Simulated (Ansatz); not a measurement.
# CH7N3Si: geometry relaxation (part 1 of 2)

The run: geometry relaxation of CH7N3Si, SMILES NC1(N)N[SiH2]1. Method and program: PBE-QIDH/3-21G, RKS (Ansatz 0.2.0).

The atoms were displaced at random from an optimised geometry. Figures and captions count atoms from 1; the log counts them from 0 in places.

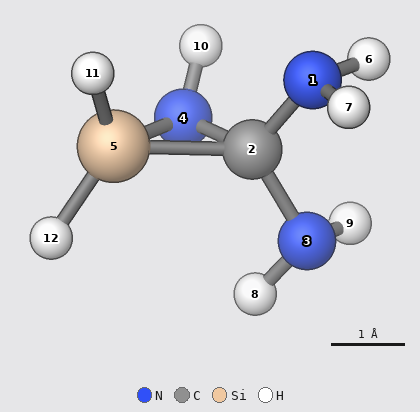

Figure 1. The structure as given in the input (ball-and-stick view, seen at a tilt; atoms are numbered from 1 in the order of the input).

**Summary**

| quantity | value |
| --- | --- |
| outcome | converged |
| total energy | −492.691326 hartree |
| SCF energy | −492.511074 hartree |
| basis functions | 63 |
| largest force | 0.012 eV/Å |
| SCF solution under orbital rotations | stable |
| dipole moment | 1.87 D |
| hardware | 1 thread of Intel Xeon @ 2.50GHz (Skylake/Cascade Lake), 12 GiB of memory available, shared host |
| wall time | 4 min |
| peak memory | 0.18 GiB |

**Input**
```yaml
crystal:
  periodic: [false, false, false]
  atoms:
    - {symbol: "N", position_ang: [-0.701808, 1.333854, -0.253394]}
    - {symbol: C, position_ang: [0.016792, 0.185045, 0.082558]}
    - {symbol: N, position_ang: [1.174669, 0.494876, 0.998922]}
    - {symbol: N, position_ang: [0.335286, -0.780074, -0.980446]}
    - {symbol: Si, position_ang: [-0.827160, -1.554361, -0.014081]}
    - {symbol: H, position_ang: [-0.023777, 2.011684, -0.817133]}
    - {symbol: H, position_ang: [-0.979973, 1.839245, 0.555494]}
    - {symbol: H, position_ang: [1.671986, -0.450475, 1.267044]}
    - {symbol: H, position_ang: [1.841047, 0.986415, 0.438283]}
    - {symbol: H, position_ang: [0.121984, -0.332117, -1.916607]}
    - {symbol: H, position_ang: [-2.180144, -1.387950, -0.329743]}
    - {symbol: H, position_ang: [-0.291699, -2.738228, 0.807902]}
basis:
  gaussian: {orbitals: 3-21G.json}
hamiltonian: {xc: {name: PBE-QIDH}}
relax: {}
```

Launch command:
```bash
ansatz run run.yaml --threads 1 --pin off --max-ram 2610MiB --events-out events.jsonl --progress --plain --runs-dir runs
```

**Log**
```
The last accepted step is kept in runs//last_step.txt (removed where the run ends without a failure and the disk answers)
Functional definition: PBE-QIDH
  name "PBE-QIDH"
  parameter a = 3^(-1/3)
  parameter c = 1/3
  exchange = (1 - a)*pbe_x + a*exact_x
  correlation = (1 - c)*pbe_c + c*(mp2_os + mp2_ss)
871 factors; integrals over basis functions are off by at most 2.8e-4 eV
mean field evaluation 1: about -13397.4504 eV, gradient 4.0e1 eV
mean field evaluation 2: about -13397.4454 eV, gradient 4.0e1 eV
mean field evaluation 4: about -13400.8776 eV, gradient 2.5e0 eV
mean field evaluation 8: about -13400.8978 eV, gradient 6.8e-2 eV
mean field evaluation 16: about -13400.8978 eV, gradient 6.1e-6 eV
mean field -13400.89784396 eV, -492.4739123107 hartree, gradient 6.1e-6 eV, S^2 0.000000; 0 other end points of the search recorded, 0 dependent functions left out
9 core orbitals not correlated: weight in the atoms' cores, before any rotation towards them, 1.000 or more for the frozen orbitals, at most 0.000 for the correlated occupied ones
reference -13400.89785338 eV, -492.4739126571 hartree; 15, 15 occupied and 39, 39 virtual orbitals, 871 factors
second order -14.79534743 eV of doubles, -0.00000000 eV of singles
the calculation of the forces begins
relax step   1: F+E_penalty+E_count = -13405.82962644 eV  Δ(F+E_penalty+E_count) = +0.000e0 eV  max|allowed force component| = 4.321e0 eV/Å  Δτ_max = 0.0000 Å  (39 SCF iters, accepted)
these checks for a lower state are left out or cut short: starts, cluster_reference, orbital_swaps, neighbouring_geometries, increment
871 factors; integrals over basis functions are off by at most 2.7e-4 eV
mean field -13401.67929806 eV, -492.5026302192 hartree, gradient 1.3e-6 eV, S^2 0.000000; 0 other end points of the search recorded, 0 dependent functions left out
[... from here on the field's lines of each further geometry are left out, up to the last ...]
relax step   2: F+E_penalty+E_count = -13406.58907423 eV  Δ(F+E_penalty+E_count) = -7.594e-1 eV  max|allowed force component| = 1.696e0 eV/Å  Δτ_max = 0.1137 Å  (38 SCF iters, accepted)
relax step   3: F+E_penalty+E_count = -13406.72501548 eV  Δ(F+E_penalty+E_count) = -1.359e-1 eV  max|allowed force component| = 4.571e-1 eV/Å  Δτ_max = 0.0876 Å  (39 SCF iters, accepted)
relax step   4: F+E_penalty+E_count = -13406.71877544 eV  Δ(F+E_penalty+E_count) = +6.240e-3 eV  max|allowed force component| = 6.207e-1 eV/Å  Δτ_max = 0.1999 Å  (38 SCF iters, rejected (line search))
relax step   5: F+E_penalty+E_count = -13406.75055951 eV  Δ(F+E_penalty+E_count) = -2.554e-2 eV  max|allowed force component| = 2.344e-1 eV/Å  Δτ_max = 0.0974 Å  (38 SCF iters, accepted)
relax step   6: F+E_penalty+E_count = -13406.75516448 eV  Δ(F+E_penalty+E_count) = -4.605e-3 eV  max|allowed force component| = 1.228e-1 eV/Å  Δτ_max = 0.1000 Å  (37 SCF iters, accepted)
relax step   7: F+E_penalty+E_count = -13406.75255872 eV  Δ(F+E_penalty+E_count) = +2.606e-3 eV  max|allowed force component| = 1.711e-1 eV/Å  Δτ_max = 0.0763 Å  (37 SCF iters, rejected (line search))
relax step   8: F+E_penalty+E_count = -13406.75720403 eV  Δ(F+E_penalty+E_count) = -2.040e-3 eV  max|allowed force component| = 4.161e-2 eV/Å  Δτ_max = 0.0375 Å  (38 SCF iters, accepted)
relax step   9: F+E_penalty+E_count = -13406.75743069 eV  Δ(F+E_penalty+E_count) = -2.267e-4 eV  max|allowed force component| = 9.291e-2 eV/Å  Δτ_max = 0.0618 Å  (38 SCF iters, accepted)
relax step  10: F+E_penalty+E_count = -13406.75796901 eV  Δ(F+E_penalty+E_count) = -5.383e-4 eV  max|allowed force component| = 3.250e-2 eV/Å  Δτ_max = 0.0074 Å  (40 SCF iters, accepted)
relax step  11: F+E_penalty+E_count = -13406.75636131 eV  Δ(F+E_penalty+E_count) = +1.608e-3 eV  max|allowed force component| = 1.519e-1 eV/Å  Δτ_max = 0.0354 Å  (39 SCF iters, rejected (line search))
relax step  12: F+E_penalty+E_count = -13406.75819650 eV  Δ(F+E_penalty+E_count) = -2.275e-4 eV  max|allowed force component| = 2.276e-2 eV/Å  Δτ_max = 0.0173 Å  (39 SCF iters, accepted)
relax step  13: F+E_penalty+E_count = -13406.75834651 eV  Δ(F+E_penalty+E_count) = -1.500e-4 eV  max|allowed force component| = 4.184e-2 eV/Å  Δτ_max = 0.0412 Å  (39 SCF iters, accepted)
relax step  14: F+E_penalty+E_count = -13406.75847029 eV  Δ(F+E_penalty+E_count) = -1.238e-4 eV  max|allowed force component| = 3.779e-2 eV/Å  Δτ_max = 0.0182 Å  (39 SCF iters, accepted)
relax step  15: F+E_penalty+E_count = -13406.75871576 eV  Δ(F+E_penalty+E_count) = -2.455e-4 eV  max|allowed force component| = 1.102e-1 eV/Å  Δτ_max = 0.0791 Å  (37 SCF iters, accepted)
relax step  16: F+E_penalty+E_count = -13406.75905758 eV  Δ(F+E_penalty+E_count) = -3.418e-4 eV  max|allowed force component| = 8.709e-2 eV/Å  Δτ_max = 0.0126 Å  (40 SCF iters, accepted)
relax step  17: F+E_penalty+E_count = -13406.75999700 eV  Δ(F+E_penalty+E_count) = -9.394e-4 eV  max|allowed force component| = 1.137e-1 eV/Å  Δτ_max = 0.0675 Å  (38 SCF iters, accepted)
relax step  18: F+E_penalty+E_count = -13406.74178909 eV  Δ(F+E_penalty+E_count) = +1.821e-2 eV  max|allowed force component| = 8.309e-1 eV/Å  Δτ_max = 0.1954 Å  (39 SCF iters, rejected (line search))
relax step  19: F+E_penalty+E_count = -13406.76257157 eV  Δ(F+E_penalty+E_count) = -2.575e-3 eV  max|allowed force component| = 1.629e-1 eV/Å  Δτ_max = 0.0977 Å  (37 SCF iters, accepted)
relax step  20: F+E_penalty+E_count = -13406.76471147 eV  Δ(F+E_penalty+E_count) = -2.140e-3 eV  max|allowed force component| = 3.623e-1 eV/Å  Δτ_max = 0.0959 Å  (38 SCF iters, accepted)
relax step  21: F+E_penalty+E_count = -13406.77625576 eV  Δ(F+E_penalty+E_count) = -1.154e-2 eV  max|allowed force component| = 2.394e-1 eV/Å  Δτ_max = 0.1500 Å  (38 SCF iters, accepted)
relax step  22: F+E_penalty+E_count = -13406.66085055 eV  Δ(F+E_penalty+E_count) = +1.154e-1 eV  max|allowed force component| = 1.260e0 eV/Å  Δτ_max = 0.2000 Å  (38 SCF iters, rejected (line search))
relax step  23: F+E_penalty+E_count = -13406.78940727 eV  Δ(F+E_penalty+E_count) = -1.315e-2 eV  max|allowed force component| = 2.455e-1 eV/Å  Δτ_max = 0.0979 Å  (38 SCF iters, accepted)
relax step  24: F+E_penalty+E_count = -13406.79897680 eV  Δ(F+E_penalty+E_count) = -9.570e-3 eV  max|allowed force component| = 1.635e-1 eV/Å  Δτ_max = 0.0999 Å  (37 SCF iters, accepted)
relax step  25: F+E_penalty+E_count = -13406.80157943 eV  Δ(F+E_penalty+E_count) = -2.603e-3 eV  max|allowed force component| = 4.528e-1 eV/Å  Δτ_max = 0.1500 Å  (38 SCF iters, accepted)
relax step  26: F+E_penalty+E_count = -13406.80810441 eV  Δ(F+E_penalty+E_count) = -6.525e-3 eV  max|allowed force component| = 2.866e-1 eV/Å  Δτ_max = 0.0532 Å  (37 SCF iters, accepted)
relax step  27: F+E_penalty+E_count = -13406.81255246 eV  Δ(F+E_penalty+E_count) = -4.448e-3 eV  max|allowed force component| = 6.496e-2 eV/Å  Δτ_max = 0.0104 Å  (40 SCF iters, accepted)
relax step  28: F+E_penalty+E_count = -13406.81186954 eV  Δ(F+E_penalty+E_count) = +6.829e-4 eV  max|allowed force component| = 7.209e-2 eV/Å  Δτ_max = 0.0252 Å  (39 SCF iters, rejected (line search))
relax step  29: F+E_penalty+E_count = -13406.81316282 eV  Δ(F+E_penalty+E_count) = -6.104e-4 eV  max|allowed force component| = 6.949e-2 eV/Å  Δτ_max = 0.0126 Å  (39 SCF iters, accepted)
relax step  30: F+E_penalty+E_count = -13406.81376515 eV  Δ(F+E_penalty+E_count) = -6.023e-4 eV  max|allowed force component| = 3.715e-2 eV/Å  Δτ_max = 0.0310 Å  (38 SCF iters, accepted)
relax step  31: F+E_penalty+E_count = -13406.81392294 eV  Δ(F+E_penalty+E_count) = -1.578e-4 eV  max|allowed force component| = 2.008e-2 eV/Å  Δτ_max = 0.0155 Å  (40 SCF iters, accepted)
9 core orbitals not correlated: weight in the atoms' cores, before any rotation towards them, 1.000 or more for the frozen orbitals, at most 0.000 for the correlated occupied ones
reference -13401.90907030 eV, -492.5110741933 hartree; 15, 15 occupied and 39, 39 virtual orbitals, 871 factors
second order -14.71467613 eV of doubles, -0.00000000 eV of singles
the calculation of the forces begins
relax step  32: F+E_penalty+E_count = -13406.81395324 eV  Δ(F+E_penalty+E_count) = -3.029e-5 eV  max|allowed force component| = 9.389e-3 eV/Å  Δτ_max = 0.0039 Å  (31 SCF iters, accepted)
```

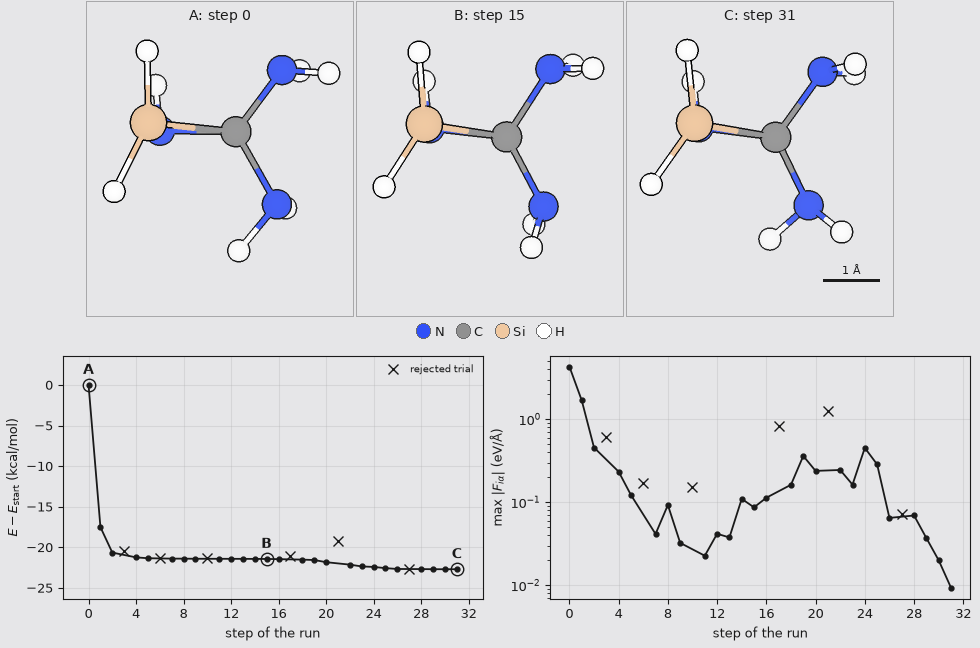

Figure 2. Frames of the relaxation (ball-and-stick view, seen at a tilt) above the curves, on which the letters mark them (the first geometry is step 0 here and step 1 in the log).

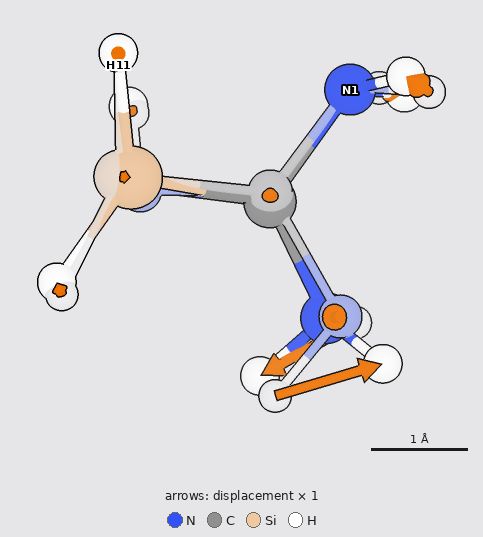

Figure 3. Start (faint) and end (solid) with the displacements as orange arrows, at true length (ball-and-stick view, seen at a tilt). The two geometries are laid on each other by the best rigid fit. H8 moves most after the best rigid fit: 1.18 Å. By element the largest moves are H 1.18 Å, N 0.42 Å, C 0.17 Å, Si 0.11 Å. Among the contacts that change: N4–Si5 1.698 → 1.802 Å, N1–H6 1.112 → 1.021 Å, Si5–H11 1.399 → 1.488 Å, N3–H8 1.101 → 1.013 Å. Among the angles that change: C2–Si5–H11 109.0° → 119.1°, H11–Si5–H12 123.3° → 113.4°, N1–C2–Si5 120.2° → 111.7°. After 31 geometry steps the energy has fallen by 22.7 kcal/mol. The largest force component goes from 4.3 to 0.0094 eV/Å. The line search rejected the trial steps at points 3, 6, 10, 17, 21, 27 (counted from 0) and went back. (Atoms are counted from 1 in the order of the input.)

```
871 factors; integrals over basis functions are off by at most 8.0e-4 eV
mean field -13401.90906119 eV, -492.5110738585 hartree, gradient 1.2e-6 eV, S^2 0.000000; 1 other end points of the search recorded, 0 dependent functions left out
9 core orbitals not correlated: weight in the atoms' cores, before any rotation towards them, 1.000 or more for the frozen orbitals, at most 0.000 for the correlated occupied ones
reference -13401.90907030 eV, -492.5110741933 hartree; 15, 15 occupied and 39, 39 virtual orbitals, 871 factors
second order -14.71467613 eV of doubles, -0.00000000 eV of singles
the calculation of the forces begins
Total energy: -13406.81396235 eV, -492.6913256513 hartree
Atom 0 at    -0.700294     1.325269    -0.201662 Å, force    -0.003880     0.003253     0.000943 eV/Å
Atom 1 at     0.175010     0.203625     0.046442 Å, force     0.000637    -0.005529    -0.006239 eV/Å
Atom 2 at     1.421993     0.518092     0.678974 Å, force     0.002384     0.001657    -0.003287 eV/Å
Atom 3 at     0.389581    -0.696815    -1.137000 Å, force    -0.008724    -0.001754     0.008173 eV/Å
Atom 4 at    -0.778402    -1.466191    -0.001486 Å, force     0.005767     0.002019    -0.009389 eV/Å
Atom 5 at    -0.154218     2.146259    -0.464729 Å, force     0.000682     0.000901    -0.000070 eV/Å
Atom 6 at    -1.316645     1.536963     0.575800 Å, force    -0.001484     0.001912     0.000416 eV/Å
Atom 7 at     1.381502     0.605141     1.687842 Å, force    -0.000627    -0.000480     0.005009 eV/Å
Atom 8 at     2.163715    -0.093573     0.358383 Å, force     0.001630    -0.001176    -0.001767 eV/Å
Atom 9 at     0.117319    -0.280697    -2.027433 Å, force     0.003315    -0.000313     0.003048 eV/Å
Atom 10 at    -2.238967    -1.457798    -0.286557 Å, force     0.000062     0.000161     0.000981 eV/Å
Atom 11 at    -0.303389    -2.732362     0.610225 Å, force     0.000239    -0.000651     0.002182 eV/Å
Dipole moment:    -0.114501     0.148070     0.342281 e Å
```

**Trajectory as extended XYZ (Å, eV, eV/Å), 18 of the 32 frames kept, from step=1 to step=32**
```
12
Properties=species:S:1:pos:R:3:forces:R:3 step=1 energy=-13405.82963
N    -0.7018    1.3339   -0.2534    1.4186   1.9594  -3.1058
C     0.0168    0.1850    0.0826    1.6652  -1.5231   2.8124
N     1.1747    0.4949    0.9989   -0.3951  -3.1669   0.7416
N     0.3353   -0.7801   -0.9804    1.3459   2.7025  -4.3213
Si   -0.8272   -1.5544   -0.0141    0.4545  -0.9485   3.0792
H    -0.0238    2.0117   -0.8171   -1.7382  -1.4534   1.1616
H    -0.9800    1.8392    0.5555   -0.4878   0.4070   1.0090
H     1.6720   -0.4505    1.2670   -1.3153   2.2153  -0.5273
H     1.8410    0.9864    0.4383    0.9942   0.7537  -0.7045
H     0.1220   -0.3321   -1.9166    0.6110  -1.2150   0.8307
H    -2.1801   -1.3880   -0.3297   -1.9376  -0.2801  -0.3460
H    -0.2917   -2.7382    0.8079   -0.6155   0.5490  -0.6297
12
Properties=species:S:1:pos:R:3:forces:R:3 step=3 energy=-13406.72501
N    -0.6915    1.3383   -0.2588   -0.2652  -0.0970   0.1683
C     0.1066    0.1915    0.0949    0.2893   0.0114   0.4571
N     1.2343    0.4691    0.9754   -0.1163   0.1089  -0.4185
N     0.3850   -0.7272   -1.0619    0.0718  -0.1640   0.0198
Si   -0.8104   -1.4694    0.0441   -0.1784   0.0509  -0.0514
H    -0.1603    2.0094   -0.8021    0.1813   0.2304  -0.2565
H    -1.0598    1.8014    0.5699    0.0063  -0.1186  -0.0120
H     1.6111   -0.3957    1.3462    0.0293  -0.1556   0.2111
H     1.9822    0.9260    0.4376   -0.0979   0.0278   0.0925
H     0.2062   -0.3727   -1.9939   -0.0651   0.0703  -0.2483
H    -2.2705   -1.4600   -0.2561    0.0910   0.0620   0.0406
H    -0.3757   -2.7027    0.7433    0.0539  -0.0266  -0.0028
```
